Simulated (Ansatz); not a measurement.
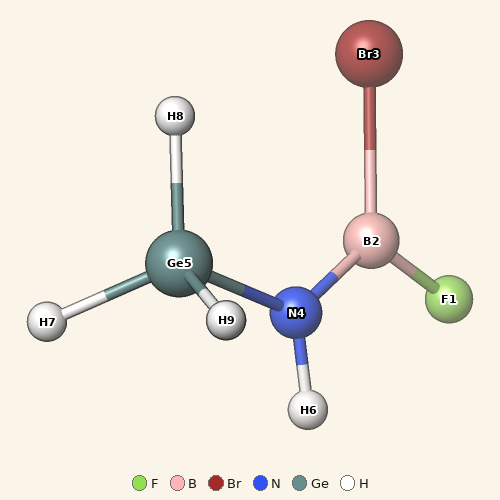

The system is BBrFGeH4N, SMILES FB(Br)[NH][GeH3]; the picture shows the reference structure. Coordinates scanned: (1) dihedral F1–B2–N4–Ge5; (2) dihedral B2–N4–Ge5–H7. Nothing is relaxed (all other coordinates rigid). The scan uses a 12 × 13 grid. Points are written as (first, second). Energies are in kcal/mol, from the lowest grid point. The calculation used Ansatz, RKS PBE0-D4/def2-SVP.

Its coordinates:

```json
{"atom": "F", "x (Å)": "-0.5663", "y (Å)": "1.6201", "z (Å)": "2.2073"}
{"atom": "B", "x (Å)": "-0.3602", "y (Å)": "0.5364", "z (Å)": "1.4639"}
{"atom": "Br", "x (Å)": "-0.5504", "y (Å)": "-1.1717", "z (Å)": "2.3481"}
{"atom": "N", "x (Å)": "-0.0245", "y (Å)": "0.6585", "z (Å)": "0.1153"}
{"atom": "Ge", "x (Å)": "0.3253", "y (Å)": "-0.6156", "z (Å)": "-1.1911"}
{"atom": "H", "x (Å)": "0.0356", "y (Å)": "1.6244", "z (Å)": "-0.2004"}
{"atom": "H", "x (Å)": "-0.7044", "y (Å)": "-0.4285", "z (Å)": "-2.3186"}
{"atom": "H", "x (Å)": "0.2149", "y (Å)": "-1.9948", "z (Å)": "-0.5442"}
{"atom": "H", "x (Å)": "1.7395", "y (Å)": "-0.3500", "z (Å)": "-1.7351"}
```

Range: dihedral F1–B2–N4–Ge5 from −180 to 150°; dihedral B2–N4–Ge5–H7 from 30 to 210°.

> What landscape does the calculation give?

The lowest grid point is at (−180°, 60°). Other grid points that lie below all their neighbours: (−180°, 180°) (0.017 kcal/mol higher); (0°, 120°) (0.50 kcal/mol higher). The energy also falls towards the edge at (0°, 30°) (0.6 kcal/mol above the lowest) and (0°, 210°) (0.7 kcal/mol above the lowest), where a further well may lie outside the range. The highest grid point, (90°, 180°), lies 19.3 kcal/mol above the lowest.

```
dihedral B2–N4–Ge5–H7 ↓, dihedral F1–B2–N4–Ge5 →  −180  −150  −120   −90   −60  −30    0   30    60    90   120  150
                                             210   0.3   4.5  13.6  19.2  14.2  4.8  0.7  4.8  14.0  19.2  13.7  4.3
                                             195   0.1   4.4  13.7  19.3  14.2  4.9  0.7  4.9  14.1  19.3  13.8  4.3
                                             180   0.0   4.3  13.7  19.3  14.2  5.0  0.7  4.9  14.2  19.3  13.7  4.3
                                             165   0.1   4.2  13.7  19.2  14.1  4.9  0.7  4.9  14.2  19.3  13.7  4.4
                                             150   0.2   4.2  13.6  19.1  13.9  4.8  0.6  4.7  14.1  19.2  13.5  4.4
                                             135   0.4   4.2  13.5  19.1  13.8  4.6  0.5  4.6  13.9  19.1  13.5  4.4
                                             120   0.5   4.3  13.4  19.0  13.8  4.6  0.5  4.6  13.8  19.0  13.5  4.3
                                             105   0.4   4.4  13.4  19.1  13.9  4.6  0.5  4.6  13.8  19.0  13.6  4.2
                                              90   0.2   4.4  13.5  19.2  14.1  4.8  0.6  4.7  13.9  19.1  13.7  4.2
                                              75   0.0   4.3  13.6  19.2  14.2  4.9  0.6  4.9  14.1  19.2  13.7  4.3
                                              60   0.0   4.3  13.7  19.3  14.2  5.0  0.7  4.9  14.2  19.3  13.8  4.3
                                              45   0.1   4.2  13.7  19.2  14.1  4.9  0.7  4.9  14.2  19.3  13.7  4.5
                                              30   0.3   4.2  13.7  19.2  14.0  4.9  0.6  4.8  14.1  19.2  13.6  4.5
```

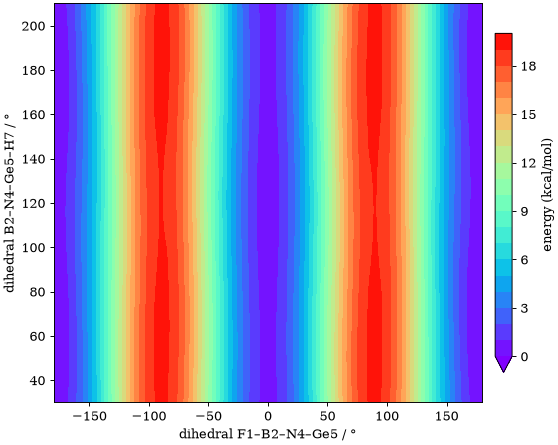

Drawn: filled contours. Between grid points the surface is interpolated.

The whole map (156 points run) took 24 min on 1 thread of Arm Neoverse V2 (shared host).
